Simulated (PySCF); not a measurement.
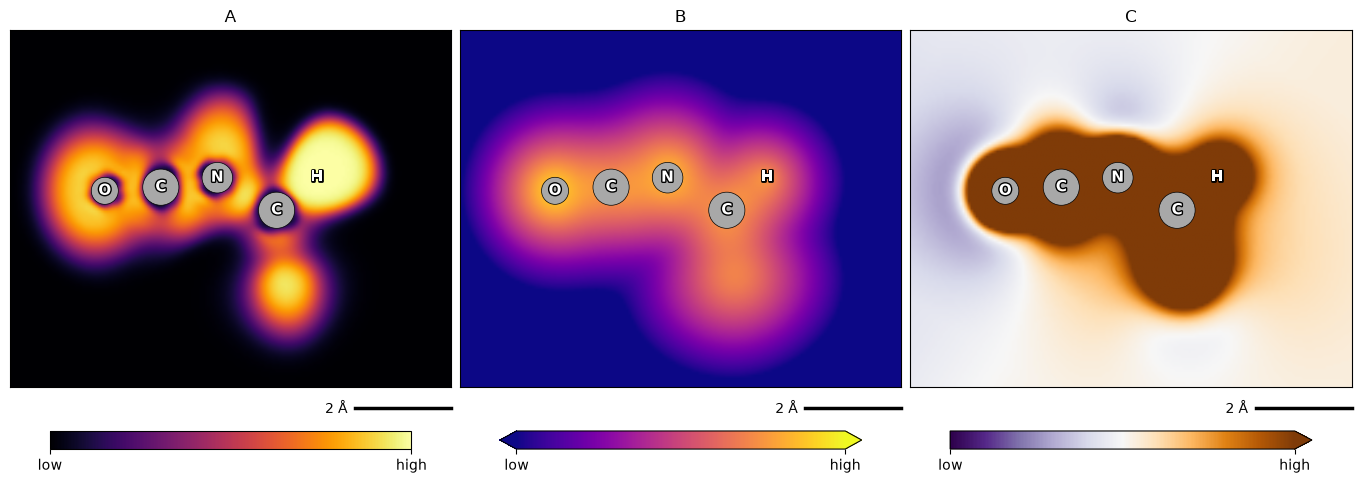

C4H5NO (Cyclopropyl Isocyanate): 3 fields on the plane of atoms C2, N3 and C4, with unlabelled colour scales. Grey discs cover the atomic cores.

Geometry: PBE0-D3(BJ)/def2-TZVP.

These are results of PBE0/pcSseg-2, SCF density, gas phase, non-relativistic (PySCF 2.14.0), not measurements.

### The panels show electron density, electron localisation function and electrostatic potential in some order. Assign them.

Panel A: electron localisation function. Panel B: electron density. Panel C: electrostatic potential (strongly positive close to the atoms, with negative regions outside electron-rich atoms). From the grid: C–O (1.17 Å): ρ at the midpoint is about 3.6 e/Å³; the ELF peaks at about 0.85 between the atoms: a multiple bond. C–N (1.19 Å): the density is about 3.2 e/Å³ at the midpoint; the ELF peaks at about 0.85 between the atoms; a multiple bond.
